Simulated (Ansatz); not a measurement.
Rh: response to strain

The parent structure is Rh in the fcc (Cu type) structure (space group Fm-3m, No. 225; a = 3.755 Å; relaxed with 0.1 eV smearing). Axes: x, y, z lie along the cube axes.

Strains are applied to the cell and any free atomic positions relax.

Calculations: DFT with LDA, PAW potentials and a 420 eV plane-wave cutoff in Ansatz (an electronic-structure program), scalar-relativistic without spin-orbit coupling.

Notes on the quantities. energy relative to the base: free energy F.

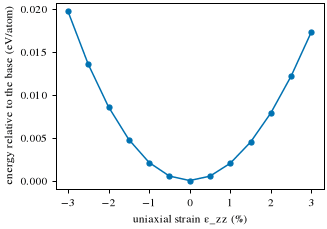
Figure. Energy relative to the base against uniaxial strain ε_zz

| uniaxial strain ε_zz (%) | energy relative to the base |
|---|---|
| -3 | +20 meV/atom |
| -2.5 | +14 meV/atom |
| -2 | +8.6 meV/atom |
| -1.5 | +4.8 meV/atom |
| -1 | +2.1 meV/atom |
| -0.5 | +0.5 meV/atom |
| 0.5 | +0.5 meV/atom |
| 1 | +2.0 meV/atom |
| 1.5 | +4.5 meV/atom |
| 2 | +7.9 meV/atom |
| 2.5 | +12 meV/atom |
| 3 | +17 meV/atom |

Stability against distortions was not tested. The final runs are not spin-polarised. Rh lies near a magnetic instability that expansion can trigger; it was not tested.
